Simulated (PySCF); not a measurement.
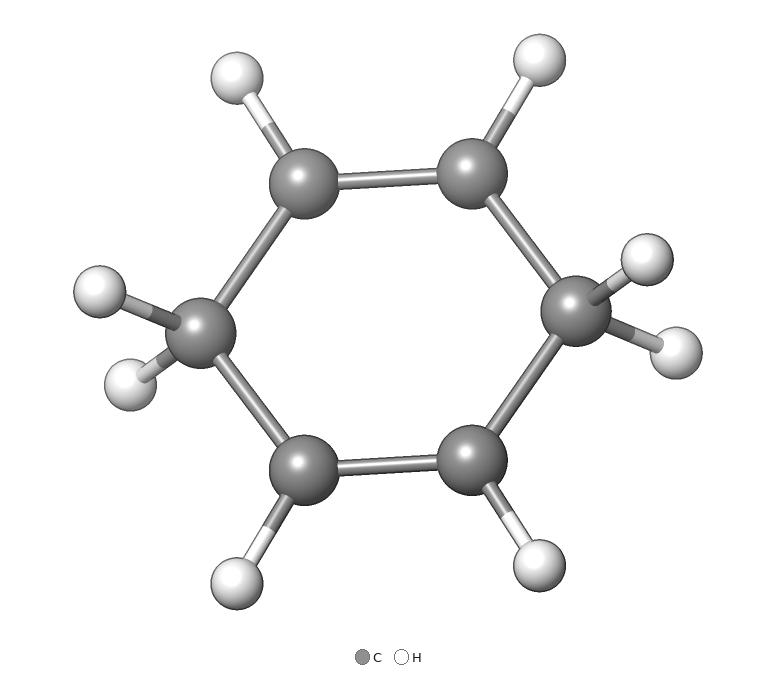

The picture shows a molecular structure as a ball-and-stick model. Every bond is drawn as one stick, whatever its order.

Computed geometry: PBE0-D3(BJ)/def2-SVP optimisation. No frequency run is at hand to confirm it as a minimum.

Question: What is the molecular formula?

Answer: C₆H₈, 14 atoms: 6 carbon and 8 hydrogen.

Question: Name functional groups in it.

Answer: Among them: alkene.

Question: How many atoms are distinct by symmetry?

Answer: 4: 4 C, 2 C, 4 H, 4 H.

Question: How many bonds of each kind are drawn?

Answer: 8 C–H, 6 C–C.

Question: Give a SMILES string for it.

Answer: C1=CCC=CC1

The parts below concern this one geometry. Atoms keep their numbers from picture to picture.

**Geometry**

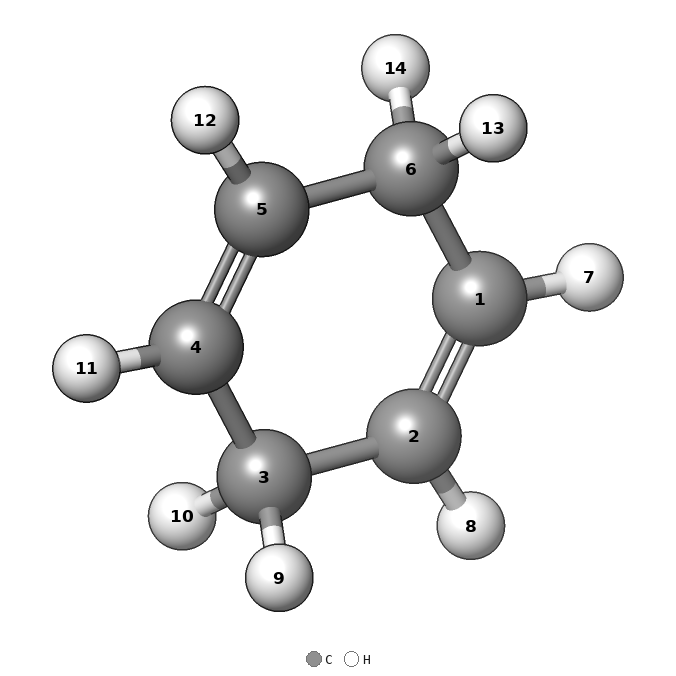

The atoms are numbered. No frequency run is at hand to confirm it as a minimum.

Question: How are the neighbours of atom 1 arranged?

Answer: C1 has 3 neighbours (C2 at 1.34, C6 at 1.50, H7 at 1.10 Å); the arrangement is trigonal planar.

Question: How are the neighbours of atom 3 arranged?

Answer: C3 has 4 neighbours (C2 at 1.50, C4 at 1.50, H9 at 1.11, H10 at 1.11 Å); the arrangement is tetrahedral.

Question: What is the dihedral angle C2–C3–C4–C5?

Answer: 0° in size, that is syn (eclipsed).

**NMR shielding**

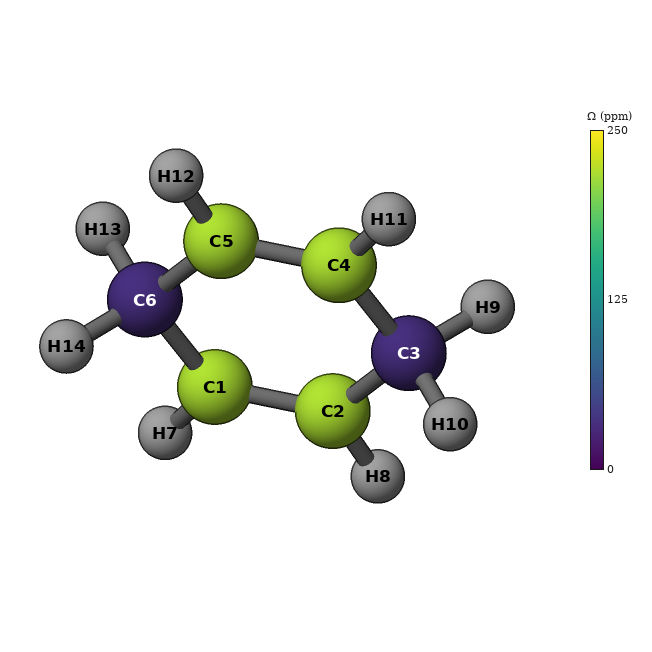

The C atoms are coloured by the span of their shielding tensor. No frequency run is at hand to confirm it as a minimum. Level of theory: GIAO B97-2/pcSseg-1 NMR shielding, non-relativistic, gas phase (PySCF 2.14.0). Principal shieldings σ11 ≤ σ22 ≤ σ33, span Ω = σ33 − σ11, skew κ = 3(σiso − σ22)/Ω.

Question: Which C atom has the most anisotropic shielding?

Answer: C1, C2, C4, C5, with a span of 218 ppm.

Give the shielding tensors of the C atoms.

| atom | σ11 | σ22 | σ33 | σiso | Ω | κ |
| --- | --- | --- | --- | --- | --- | --- |
| C1, C2, C4… | −59.9 | 64.4 | 157.9 | 54.1 | 217.8 | −0.14 |
| C3, C6 | 133.0 | 162.2 | 167.2 | 154.1 | 34.1 | −0.71 |

Shieldings and span in ppm.

**Ring current**

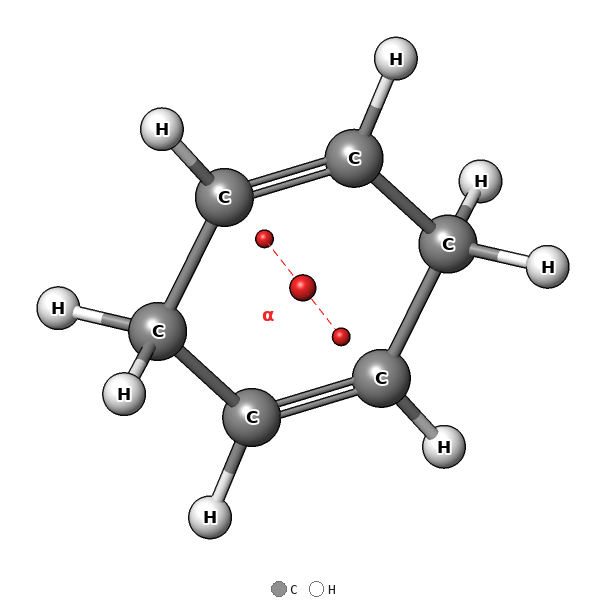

The small points mark where nucleus-independent chemical shifts (NICS) were computed: at the centre of each lettered ring and 1 Å above and below it. No frequency run is at hand to confirm it as a minimum. Properties computed with GIAO B97-2/pcSseg-1 NMR shielding, non-relativistic, gas phase (PySCF 2.14.0).

Give NICS(0), NICS(1) and the out-of-plane component NICS(1)zz for each ring (means of the two sides).

```
ring  members  NICS(0)  NICS(1)  NICS(1)zz
   α       C6      2.7     −0.3        3.5
```

Values in ppm.

Question: What do the values say about the ring currents?

Answer: Ring α: weak, as in a non-aromatic ring. NICS is one index among several.

**Electronic properties**

No frequency run is at hand to confirm it as a minimum. Properties computed with BHandHLYP/pcSseg-1, gas phase (PySCF 2.14.0).

Question: What is the HOMO–LUMO gap?

Answer: 9.18 eV.

Question: What is the HOMO energy (Kohn–Sham orbital)?

Answer: −7.59 eV.
